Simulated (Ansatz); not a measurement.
## AlGeW in the AlB2 type: lattice stability ahead of a resistivity run

The plan: relax AlGeW in the AlB2 type, check its phonons, and, if the lattice is stable, compute its Eliashberg function and ρ(T).

Calculated with Ansatz 0.2.0; DFT PBE, scalar-relativistic, plane waves, PAW; PAW set soft_1.

The structure was built from a prototype and need not be the compound's stable phase.

## 1. The starting structure

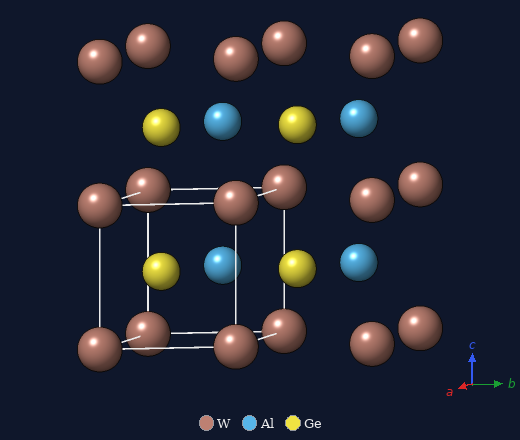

The cell as given, slightly off an axis (tungsten pink, aluminium blue, germanium yellow). 1×2×2 cells are drawn. Some periodic images of atoms are drawn too.

## 2. Relaxation

The structure is brought to rest under this functional.

Contents of input.yaml:

```yaml
crystal:
  lattice:
    - [3.92501, 0.0, 0.0]
    - [-1.96251, 3.39916, 0.0]
    - [0.0, 0.0, 4.12126]
  atoms:
    - { symbol: W, position: [0.0, 0.0, 0.0] }
    - { symbol: Al, position: [0.33333333, 0.66666667, 0.5] }
    - { symbol: Ge, position: [0.66666667, 0.33333333, 0.5] }
kpoints:
  mp_grid: { grid: [9, 9, 8] }
hamiltonian:
  xc: pbe
  pseudopotentials: { kind: paw, azcp: { folder: soft_1 } }
scf:
  occupations: { method: gaussian, width: 0.1 }
output:
  forces: true
  stress: true
  eigenvalues: true
relax:
  adjacent_minimum: "off"
  f_tol: 0.005
  max_steps: 80
  cell: { stress_tol: 0.05 }
```

On the command line:

```bash
$ ansatz run input.yaml --threads 4 --pin off --max-ram 12288MiB --backend cpu --events-out ev --progress --plain --runs-dir out
```

Numbers of over 12 decimals in the logs are rounded to 6 here.

The log of the run:

```text
Engine: ansatz 0.2.0, aarch64-unknown-linux-gnu
Pseudopotentials: kind: paw
Pseudopotential: W, paw, valence charge 14, recommended cutoff 420 eV (normal), soft_1/W.paw.azcp
Pseudopotential: Al, paw, valence charge 3, recommended cutoff 420 eV (normal), soft_1/Al.paw.azcp
Pseudopotential: Ge, paw, valence charge 14, recommended cutoff 420 eV (normal), soft_1/Ge.paw.azcp
Functional definition: PBE
  parameter kappa = 0.804
  parameter beta = 0.066725
  exchange = pbe_x(kappa = kappa, mu = beta*pi^2/3)
  correlation = pbe_c(beta = beta)
Crystal: 3 atoms, lattice volume = 54.985 Å³
Basis set: ecut = 420 eV, 1105 PW (Γ), exchange–correlation on 54×54×60 points (8 copies of the dense FFT grid, shifted against one another)
Bands: 20, of which v1, the nominal top of the filled ones, is band 16 counted from 1 (15 counted from 0)
Symmetry: 12 space group operations
Space group: P-6m2 (ITA 187), of the structure as read, at distance tolerance 3.8e-5 Å
k-points: 60 of 648 (time reversal used)
Non-local potential: W, projectors of the file, l = 0: 3, l = 1: 2, l = 2: 2, l = 3: 1
Non-local potential: Al, projectors of the file, l = 0: 2, l = 1: 2, l = 2: 1
Non-local potential: Ge, projectors of the file, l = 0: 2, l = 1: 2, l = 2: 3, l = 3: 1
PAW form: soft (Blöchl's): semilocal exchange-correlation on the pseudo side does not see the compensation charge
PAW one-centre angular grid: W, 590 points (default); XC on 64 Gauss nodes
PAW one-centre angular grid: Al, 110 points (default); XC on 64 Gauss nodes
PAW one-centre angular grid: Ge, 590 points (default); XC on 64 Gauss nodes
Initial density: superposition of atomic densities (chi_scale 0.1, normalization cell, long waves kept (reshape's long-wave potential 0.00 eV rms))
Initial wavefunctions: pseudopotential atomic-orbital guess
Functional: x = pbe(κ = 0.804, μ = 0.219515), c = pbe(β = 0.066725)
SCF iter   1: F=—  HF=-15215.732429 eV  |F-HF|=—  |Δ(HF+E_count)|=         —  Δρ=7.62e-2  dr2=7.87e0  ethr=3.10e-3  ⟨swp⟩=5.5  Hψ=6101  notcnv=0
preconditioner: auto → Kerker (q_TF=auto, 2.480 Å⁻¹)  [metal: Δε(μ)=0.011 eV  Ē_g=6.487 eV  σ=0.100 eV  W_gap=0.06  n_scr=20 (ndim 8)  ℏωp=18.1 eV  f_vac=0.000  D(μ)=4.49/eV (n_scr^D=58)]
SCF iter   2: F=—  HF=-15214.363825 eV  |F-HF|=—  |Δ(HF+E_count)|=    1.37e0  Δρ=2.32e-2  dr2=4.72e-1  ethr=3.10e-3  ⟨swp⟩=3.5  Hψ=2731  notcnv=0  defer=8
SCF iter   3: F=—  HF=-15214.266791 eV  |F-HF|=—  |Δ(HF+E_count)|=   9.70e-2  Δρ=1.02e-2  dr2=5.38e-2  ethr=1.52e-3  ⟨swp⟩=2.2  Hψ=1833  notcnv=0  defer=9
SCF iter   4: F=—  HF=-15214.255228 eV  |F-HF|=—  |Δ(HF+E_count)|=   1.16e-2  Δρ=3.02e-3  dr2=5.72e-3  ethr=1.73e-4  ⟨swp⟩=2.0  Hψ=2189  notcnv=0  defer=7
SCF iter   5: F=—  HF=-15214.252414 eV  |F-HF|=—  |Δ(HF+E_count)|=   2.81e-3  Δρ=9.98e-4  dr2=6.61e-4  ethr=1.85e-5  ⟨swp⟩=2.1  Hψ=1563  notcnv=0  defer=7
SCF iter   6: F=—  HF=-15214.252290 eV  |F-HF|=—  |Δ(HF+E_count)|=   1.24e-4  Δρ=3.50e-4  dr2=8.21e-5  ethr=2.13e-6  ⟨swp⟩=2.1  Hψ=1591  notcnv=0  defer=6
SCF iter   7: F=—  HF=-15214.252235 eV  |F-HF|=—  |Δ(HF+E_count)|=   5.47e-5  Δρ=7.97e-5  dr2=4.15e-6  ethr=2.65e-7  ⟨swp⟩=1.9  Hψ=1326  notcnv=0  defer=6
SCF iter   8: F=—  HF=-15214.252236 eV  |F-HF|=—  |Δ(HF+E_count)|=   8.62e-7  Δρ=1.60e-5  dr2=2.59e-7  ethr=1.34e-8  ⟨swp⟩=2.1  Hψ=1672  notcnv=0  defer=6
SCF iter   9: F=-15214.252236 eV  HF=-15214.252236 eV  |F-HF|=2.58e-8  |Δ(HF+E_count)|=   2.92e-8  Δρ=5.81e-6  dr2=2.99e-8  ethr=3.23e-10  ⟨swp⟩=4.6  Hψ=3960  notcnv=0
SCF 1 converged in 9 iterations: F = -15214.252236 eV  dr2 = 2.99e-8
  greatest PAW one-centre occupation: 0.999 electrons in one spin orbital (limit 2), on the W atom at site 0 (counted from 0), in its partial waves of l = 0
relax step   1: F+E_penalty+E_count = -15214.25223591 eV  Δ(F+E_penalty+E_count) = +0.000e0 eV  max|allowed force component| = 7.710e-17 eV/Å  Δτ_max = 0.0000 Å  P = -3.310 GPa  Ω = 54.985 Å³  (9 SCF iters, dr2 threshold 1.00e-7 eV, accepted)
Crystal: 3 atoms, lattice volume = 53.278 Å³
Basis set: ecut = 420 eV, 1057 PW (Γ), exchange–correlation on 54×54×60 points (8 copies of the dense FFT grid, shifted against one another)
Initial density: handed on by an earlier stage of this run
Initial wavefunctions: those handed on with the density
iter 1 solved again at ethr=5.58e-5 eV; its pass at ethr=3.10e-3 eV (dr2=1.73e-2 eV) is discarded
SCF iter   1: F=—  HF=-15214.675173 eV  |F-HF|=—  |Δ(HF+E_count)|=         —  Δρ=6.96e-3  dr2=1.64e-2  ethr=5.58e-5  ⟨swp⟩=1.0  Hψ=6731  notcnv=0
preconditioner: auto → Kerker (q_TF=auto, 2.493 Å⁻¹)  [metal: Δε(μ)=0.007 eV  Ē_g=6.074 eV  σ=0.100 eV  W_gap=0.04  n_scr=20 (ndim 8)  ℏωp=18.3 eV  f_vac=0.000  D(μ)=3.41/eV (n_scr^D=28)]
SCF iter   2: F=—  HF=-15214.673030 eV  |F-HF|=—  |Δ(HF+E_count)|=   2.14e-3  Δρ=3.58e-3  dr2=4.26e-3  ethr=5.29e-5  ⟨swp⟩=1.0  Hψ=1200  notcnv=0
SCF iter   3: F=—  HF=-15214.672633 eV  |F-HF|=—  |Δ(HF+E_count)|=   3.97e-4  Δρ=5.07e-4  dr2=1.04e-4  ethr=1.37e-5  ⟨swp⟩=1.7  Hψ=1429  notcnv=0
SCF iter   4: F=—  HF=-15214.672605 eV  |F-HF|=—  |Δ(HF+E_count)|=   2.79e-5  Δρ=8.68e-5  dr2=2.94e-6  ethr=3.36e-7  ⟨swp⟩=2.8  Hψ=2084  notcnv=0
SCF iter   5: F=—  HF=-15214.672605 eV  |F-HF|=—  |Δ(HF+E_count)|=   1.08e-7  Δρ=3.14e-5  dr2=4.09e-7  ethr=9.49e-9  ⟨swp⟩=2.0  Hψ=1886  notcnv=0
SCF iter   6: F=-15214.672604 eV  HF=-15214.672604 eV  |F-HF|=2.47e-8  |Δ(HF+E_count)|=   5.32e-7  Δρ=1.25e-5  dr2=7.52e-8  ethr=9.68e-10  ⟨swp⟩=5.0  Hψ=4993  notcnv=0
SCF 2 converged in 6 iterations: F = -15214.672604 eV  dr2 = 7.52e-8
relax step   2: F+E_penalty+E_count = -15214.67260443 eV  Δ(F+E_penalty+E_count) = -4.204e-1 eV  max|allowed force component| = 3.701e-17 eV/Å  Δτ_max = 0.0000 Å  P = -2.548 GPa  Ω = 53.278 Å³  energy of the carried Pulay correction = +5.183e-4 eV  (6 SCF iters, dr2 threshold 3.00e-7 eV, accepted)
Crystal: 3 atoms, lattice volume = 51.829 Å³
Basis set: ecut = 420 eV, 997 PW (Γ), exchange–correlation on 54×54×60 points (8 copies of the dense FFT grid, shifted against one another)
iter 1 solved again at ethr=7.27e-5 eV; its pass at ethr=3.10e-3 eV (dr2=2.25e-2 eV) is discarded
SCF iter   1: F=—  HF=-15215.122536 eV  |F-HF|=—  |Δ(HF+E_count)|=         —  Δρ=5.96e-3  dr2=2.20e-2  ethr=7.27e-5  ⟨swp⟩=1.0  Hψ=6681  notcnv=0
preconditioner: auto → Kerker (q_TF=auto, 2.504 Å⁻¹)  [metal: Δε(μ)=0.019 eV  Ē_g=6.237 eV  σ=0.100 eV  W_gap=0.11  n_scr=20 (ndim 8)  ℏωp=18.6 eV  f_vac=0.000  D(μ)=3.94/eV (n_scr^D=46)]
SCF iter   2: F=—  HF=-15215.119170 eV  |F-HF|=—  |Δ(HF+E_count)|=   3.37e-3  Δρ=2.80e-3  dr2=3.58e-3  ethr=7.09e-5  ⟨swp⟩=1.1  Hψ=1210  notcnv=0
[...]
relax step   7: F+E_penalty+E_count = -15216.91767475 eV  Δ(F+E_penalty+E_count) = -4.774e-1 eV  max|allowed force component| = 5.243e-17 eV/Å  Δτ_max = 0.0000 Å  P = +2.445 GPa  Ω = 45.951 Å³  energy of the carried Pulay correction = +2.947e-3 eV  (6 SCF iters, dr2 threshold 3.00e-7 eV, accepted)
relax step   8: F+E_penalty+E_count = -15217.44828562 eV  Δ(F+E_penalty+E_count) = -5.306e-1 eV  max|allowed force component| = 2.390e-17 eV/Å  Δτ_max = 0.0000 Å  P = -0.000 GPa  Ω = 46.750 Å³  energy of the carried Pulay correction = +2.685e-3 eV  (6 SCF iters, dr2 threshold 3.00e-7 eV, accepted)
relax step   9: F+E_penalty+E_count = -15217.17305251 eV  Δ(F+E_penalty+E_count) = +2.752e-1 eV  max|allowed force component| = 3.103e-17 eV/Å  Δτ_max = 0.0000 Å  P = +17.886 GPa  Ω = 43.425 Å³  energy of the carried Pulay correction = +3.870e-3 eV  (6 SCF iters, dr2 threshold 3.00e-7 eV, rejected (line search))
relax step  10: F+E_penalty+E_count = -15217.47236370 eV  Δ(F+E_penalty+E_count) = -2.408e-2 eV  max|allowed force component| = 4.009e-17 eV/Å  Δτ_max = 0.0000 Å  P = -0.757 GPa  Ω = 47.264 Å³  energy of the carried Pulay correction = +2.514e-3 eV  (8 SCF iters, accepted)
relax step  11: F+E_penalty+E_count = -15217.47403784 eV  Δ(F+E_penalty+E_count) = -1.674e-3 eV  max|allowed force component| = 2.930e-17 eV/Å  Δτ_max = 0.0000 Å  P = -0.053 GPa  Ω = 46.999 Å³  energy of the carried Pulay correction = +2.603e-3 eV  (6 SCF iters, dr2 threshold 3.00e-7 eV, accepted)
relax step  12: F+E_penalty+E_count = -15217.47405552 eV  Δ(F+E_penalty+E_count) = -1.768e-5 eV  max|allowed force component| = 4.163e-17 eV/Å  Δτ_max = 0.0000 Å  P = -0.001 GPa  Ω = 46.979 Å³  energy of the carried Pulay correction = +2.610e-3 eV  (6 SCF iters, dr2 threshold 2.71e-8 eV, accepted)
relax step  13: F+E_penalty+E_count = -15217.48562707 eV  Δ(F+E_penalty+E_count) = -1.157e-2 eV  max|allowed force component| = 3.238e-17 eV/Å  Δτ_max = 0.0000 Å  P = +0.293 GPa  Ω = 46.979 Å³  stress off target by 4.65e-1 GPa  SCF on the basis re-selected at this cell (its energy is not comparable with the rows above)  (6 SCF iters)
relax step  14: F+E_penalty+E_count = -15217.48578036 eV  Δ(F+E_penalty+E_count) = -1.533e-4 eV  max|allowed force component| = 2.236e-17 eV/Å  Δτ_max = 0.0000 Å  P = +0.014 GPa  Ω = 47.082 Å³  energy of the carried Pulay correction = -3.759e-5 eV  (6 SCF iters, dr2 threshold 3.00e-7 eV, accepted)
iter 1 solved again at ethr=1.18e-8 eV; its pass at ethr=3.10e-3 eV (dr2=3.65e-6 eV) is discarded
SCF iter   1: F=—  HF=-15217.485798 eV  |F-HF|=—  |Δ(HF+E_count)|=         —  Δρ=1.20e-5  dr2=2.59e-9  ethr=1.18e-8  ⟨swp⟩=3.0  Hψ=8483  notcnv=0
preconditioner: auto → none  [metal: Δε(μ)=0.082 eV  Ē_g=15.914 eV  σ=0.100 eV  W_gap=0.44  n_scr=8 (ndim 8)  ℏωp=26.0 eV  f_vac=0.000  D(μ)=1.23/eV (n_scr^D=6)]
SCF iter   2: F=—  HF=-15217.485816 eV  |F-HF|=—  |Δ(HF+E_count)|=   1.86e-5  Δρ=6.03e-6  dr2=7.17e-10  ethr=8.35e-12  ⟨swp⟩=2.2  Hψ=2133  notcnv=0
SCF iter   3: F=—  HF=-15217.485816 eV  |F-HF|=—  |Δ(HF+E_count)|=   2.87e-8  Δρ=2.32e-6  dr2=8.95e-11  ethr=2.31e-12  ⟨swp⟩=2.1  Hψ=1609  notcnv=0
iter 4 did not close the SCF: its close was put off for the readings that it lacked (scf_convergence_deferred on its scf_iter line)
SCF iter   4: F=-15217.485816 eV  HF=-15217.485816 eV  |F-HF|=3.64e-12  |Δ(HF+E_count)|=   5.03e-9  Δρ=1.17e-7  dr2=7.23e-12  ethr=1.00e-12  ⟨swp⟩=1.7  Hψ=1670  notcnv=0
iter 5 did not close the SCF: its close was put off for the readings that it lacked (scf_convergence_deferred on its scf_iter line)
SCF iter   5: F=-15217.485816 eV  HF=-15217.485816 eV  |F-HF|=5.46e-12  |Δ(HF+E_count)|=  3.64e-12  Δρ=4.13e-8  dr2=3.56e-13  ethr=1.00e-12  ⟨swp⟩=1.0  Hψ=1200  notcnv=0
iter 6 did not close the SCF: its close was put off for the readings that it lacked (scf_convergence_deferred on its scf_iter line)
SCF iter   6: F=-15217.485816 eV  HF=-15217.485816 eV  |F-HF|=0.00e0  |Δ(HF+E_count)|=    0.00e0  Δρ=1.17e-8  dr2=4.87e-14  ethr=1.00e-12  ⟨swp⟩=1.0  Hψ=1200  notcnv=0
iter 7 did not close the SCF: its close was put off for the readings that it lacked (scf_convergence_deferred on its scf_iter line)
SCF iter   7: F=-15217.485816 eV  HF=-15217.485816 eV  |F-HF|=7.28e-12  |Δ(HF+E_count)|=  7.28e-12  Δρ=2.67e-9  dr2=1.33e-15  ethr=1.00e-12  ⟨swp⟩=1.0  Hψ=1200  notcnv=0
SCF iter   8: F=-15217.485816 eV  HF=-15217.485816 eV  |F-HF|=3.64e-12  |Δ(HF+E_count)|=  3.64e-12  Δρ=3.64e-10  dr2=3.53e-17  ethr=1.00e-12  ⟨swp⟩=2.0  Hψ=2924  notcnv=0
SCF 15 converged in 8 iterations: F = -15217.485816 eV  dr2 = 3.53e-17
relax step  15: F+E_penalty+E_count = -15217.48581640 eV  Δ(F+E_penalty+E_count) = -3.604e-5 eV  max|allowed force component| = 2.236e-17 eV/Å  Δτ_max = 0.0000 Å  P = +0.015 GPa  Ω = 47.082 Å³  stress off target by 2.02e-2 GPa  SCF on the basis re-selected at this cell (its energy is not comparable with the rows above)  (8 SCF iters)
basis re-selected at this cell: Δ(F+E_penalty+E_count) = -3.604e-5 eV, ΔP = +0.001 GPa vs the last step (what re-selecting the basis moved, of the pressure what is left beyond the Pulay correction that the steps carried, after the strain that the cell walked since its last selection, with what the two solves' SCF thresholds leave and, on support functions, any second-order correction that the steps lacked; it is no m [...]
SCF converged after 8 iterations
Free energy (F): -15217.485816 eV
Harris-Foulkes:  -15217.485816 eV  (|F-HF|=3.64e-12)
Internal energy: -15217.479659 eV  (E = F + TS)
E sigma→0 (E₀):  -15217.482738 eV
Entropy (-TS):   -0.006157 eV (-2.052 meV/atom)
Fermi energy:    15.079142 eV
--- Per-component energies (eV) ---
  E_band       = -217.483820
  E_kinetic    = 538.910052
  E_local      = -2925.154763  (includes V_loc(G=0)·N_el)
  E_nonlocal   = 202.694509
  E_hartree    = 1374.598505
  E_xc         = -377.749104
  E_vxc        = -326.666692  (∫ρ·V_xc dr)
  E_paw        = -11060.229970  (= ΣΔE_a)
  E_vpaw       = -456.464093  (= ΣTr[D̂ρ^β])
  E_aug_tail   = 0.000156  (compensation charges beyond the density's cutoff)
  E_ewald      = -2970.549046
  E_smearing   = -0.006157  (= −TS)
  E_closure    = 0.000000  (closes the sum)
  Σ components = -15217.485816   (vs F -15217.485816, Δ=0.00e0)
--- Forces (eV/Å), atoms counted from 1 ---
  atom   1  W      0.00000000     0.00000000    -0.00000000
  atom   2  Al     0.00000000    -0.00000000     0.00000000
  atom   3  Ge    -0.00000000     0.00000000    -0.00000000
  max |Σ_I F_I| component: 1.85e-17 eV/Å
--- Stress (GPa, compression-positive) ---
        0.020171       0.000000       0.000000
       -0.000000       0.020171       0.000000
        0.000000       0.000000       0.004699
  P = ⅓ Tr σ = 0.0150 GPa (0.150 kbar)
--- Band table (eV; the first three rows and the last of 60) ---
  k-point 0: bands = [... 12 lower, 10.7522, 11.5231, 14.7311, 14.7311, 17.5769, 17.5769, 19.1616, 19.1616]
  k-point 1: bands = [... 12 lower, 11.3780, 11.9372, 14.0609, 14.0609, 18.0033, 18.0033, 18.9144, 19.1062]
  k-point 2: bands = [... 12 lower, 12.3357, 12.8573, 12.8573, 12.9400, 16.4749, 18.1002, 18.1002, 19.4583]
  k-point 59: bands = [... 12 lower, 11.9041, 12.6382, 13.7060, 14.2653, 15.9992, 16.2713, 16.8022, 21.2974]
--- Relaxed structure (13 steps of the walk, 12 accepted, 2 SCFs on fresh bases) ---
  F+E_penalty+E_count = -15217.48581640 eV   max|allowed force component| = 2.236e-17 eV/Å   (the final SCF, on the basis selected at the relaxed cell)
  cell:  # Å, volume = 47.0824 Å³
    - [4.517437, 3.322466428585342e-6, 0]
    - [-2.258721, 3.912213, 1.2745807589716031e-17]
    - [0, 1.5453471412374563e-17, 2.664058]
  atoms:
    - { symbol: W, position: [0, 0, 0] }
    - { symbol: Al, position: [0.333333, 0.666667, 0.5] }
    - { symbol: Ge, position: [0.666667, 0.333333, 0.5] }
```

Wall time 32 s (4 threads of Arm Neoverse V1, shared host); peak memory 0.45 GiB; 2 min of CPU time.

Step by step:

```csv
step,energy less that of the first step (eV),largest force component (eV/Å),pressure (GPa),volume (Å³)
1,0.0000,0.0000,-3.31,54.98
2,-0.4204,0.0000,-2.55,53.28
3,-0.8664,0.0000,-2.35,51.83
4,-1.3040,0.0000,-1.99,50.38
5,-1.7422,0.0000,-0.94,48.79
6,-2.1880,0.0000,0.52,47.24
7,-2.6654,0.0000,2.45,45.95
8,-3.1961,0.0000,0.00,46.75
9,-2.9208,0.0000,17.89,43.43
10,-3.2201,0.0000,-0.76,47.26
11,-3.2218,0.0000,-0.05,47.00
12,-3.2218,0.0000,0.00,46.98
13*,-3.2334,0.0000,0.29,46.98
14,-3.2335,0.0000,0.01,47.08
15*,-3.2336,0.0000,0.02,47.08
```

Relaxation steps marked * repeat the geometry before them on a plane-wave basis chosen anew for their cell, so energy and pressure can jump there. Relaxation step 9 was tried and not accepted.

Forces are held to the 12 operations that the run works with; a distortion that breaks them can't arise in this run.

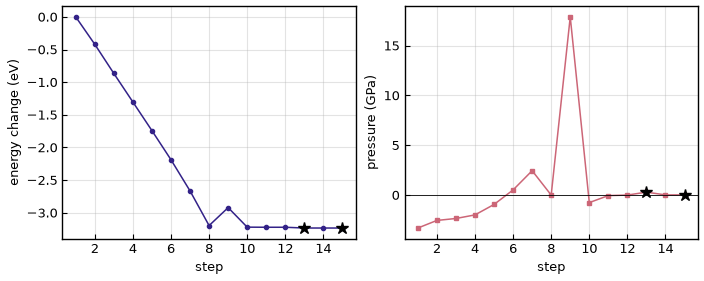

Energy and pressure along the relaxation. Stars mark steps on a basis chosen anew.

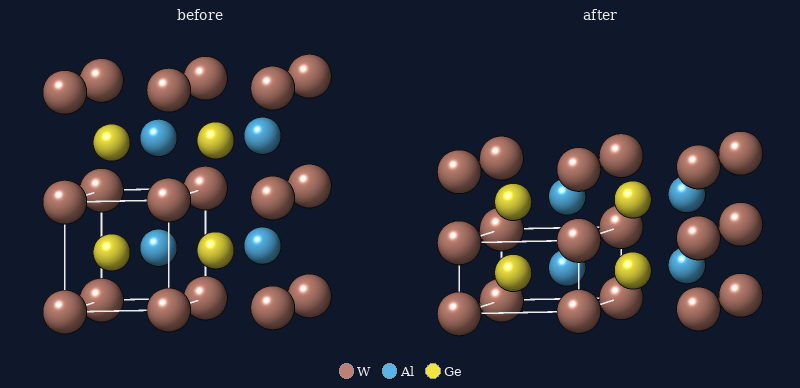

Before and after, at one scale.

```
     cell as run  before  after   change
           a (Å)   3.925  4.517  +15.1 %
           b (Å)   3.925  4.517  +15.1 %
           c (Å)   4.121  2.664  -35.4 %
volume (Å³/atom)   18.33  15.69  -14.4 %
```

Final coordinates:

```xyz
3
Lattice="4.5174 0.0000 0.0000 -2.2587 3.9122 0.0000 0.0000 0.0000 2.6641" Properties=species:S:1:pos:R:3 pbc="T T T"
W     0.0000    0.0000    0.0000
Al    0.0000    2.6081    1.3320
Ge    2.2587    1.3041    1.3320
```

This step gave:

```yaml
pressure: 0.01501 GPa
volume_per_atom: 15.69 Å³/atom
metallic_on_mesh: yes
gap_on_the_k_mesh: 0 eV
```

The largest force is now zero by symmetry and the largest stress component 0.020 GPa.

## 3. Relaxation

The relaxation is repeated from the new cell as a check.

input.yaml, the sections that differ from step 2:

```yaml
crystal:
  lattice:
    - [4.5174369111, 3.3225e-06, 0.0]
    - [-2.2587213329, 3.9122134637, 0.0]
    - [0.0, 0.0, 2.6640579789]
  atoms:
    - { symbol: W, position: [0.0, 0.0, 0.0] }
    - { symbol: Al, position: [0.3333333333, 0.6666666667, 0.5] }
    - { symbol: Ge, position: [0.6666666667, 0.3333333333, 0.5] }
kpoints:
  mp_grid: { grid: [9, 9, 12] }
# hamiltonian, scf, output, relax: as in step 2
```

The log of the run:

```text
[the first part of the log is left out]
  E_vxc        = -326.639769  (∫ρ·V_xc dr)
  E_paw        = -11060.148394  (= ΣΔE_a)
  E_vpaw       = -456.326406  (= ΣTr[D̂ρ^β])
  E_aug_tail   = 0.000156  (compensation charges beyond the density's cutoff)
  E_ewald      = -2969.695825
  E_smearing   = -0.008850  (= −TS)
  E_closure    = 0.000000  (closes the sum)
  Σ components = -15217.452583   (vs F -15217.452583, Δ=0.00e0)
[...]
--- Stress (GPa, compression-positive) ---
       -0.006976      -0.000000       0.000000
       -0.000000      -0.006976      -0.000000
        0.000000      -0.000000       0.000559
  P = ⅓ Tr σ = -0.0045 GPa (-0.045 kbar)
--- Band table (eV; the first three rows and the last of 84) ---
[...]
--- Relaxed structure (3 steps of the walk, 3 accepted, 1 SCFs on fresh bases) ---
[...]
cell:  # Å, volume = 47.1389 Å³
    - [4.517398, 3.3224598697482058e-6, 0]
    - [-2.258702, 3.912179, 0]
    - [0, 0, 2.667302]
  atoms:
    - { symbol: W, position: [0, 0, 0] }
    - { symbol: Al, position: [0.333333, 0.666667, 0.500000] }
    - { symbol: Ge, position: [0.666667, 0.333333, 0.500000] }
```

Run time: 10 s. Hardware: 4 threads; peak memory 0.46 GiB; 38 s of CPU time.

Step by step:

| step | energy less that of the first step (eV) | largest force component (eV/Å) | pressure (GPa) | volume (Å³) |
| --- | --- | --- | --- | --- |
| 1 | 0.0000 | 0.0000 | 0.22 | 47.08 |
| 2 | 0.0000 | 0.0000 | -0.21 | 47.20 |
| 3 | -0.0001 | 0.0000 | 0.00 | 47.14 |
| 4 | -0.0001 | 0.0000 | 0.00 | 47.14 |

The log counts 1 steps on a newly chosen plane-wave basis, not all of them marked here; energy and pressure can jump at such steps.

```csv
"conventional cell, symmetrised",before,after,change
a (Å),4.517,4.517,-0.0 %
b (Å),4.517,4.517,-0.0 %
c (Å),2.664,2.667,+0.1 %
volume (Å³/atom),15.69,15.71,+0.1 %
```

The relaxed structure:

```xyz
3
Lattice="4.5174 0.0000 0.0000 -2.2587 3.9122 0.0000 0.0000 0.0000 2.6673" Properties=species:S:1:pos:R:3 pbc="T T T"
W     0.0000    0.0000    0.0000
Al    0.0000    2.6081    1.3337
Ge    2.2587    1.3041    1.3337
```

This step gave:

* pressure: -0.004464 GPa
* volume per atom: 15.71 Å³/atom

The largest force is now zero by symmetry and the largest stress component 0.0070 GPa.

(Continued in part 2 of 2.)

[Logs are printed without paths, hosts, clocks, repeated set-up lines and the standing remarks that a program may print on its own settings, such as how far it seeks lower states.]

[Hosts, paths, dates, database ids (printed as entryN), source tags and the programs' standing remarks are cut or masked in the printed files.]
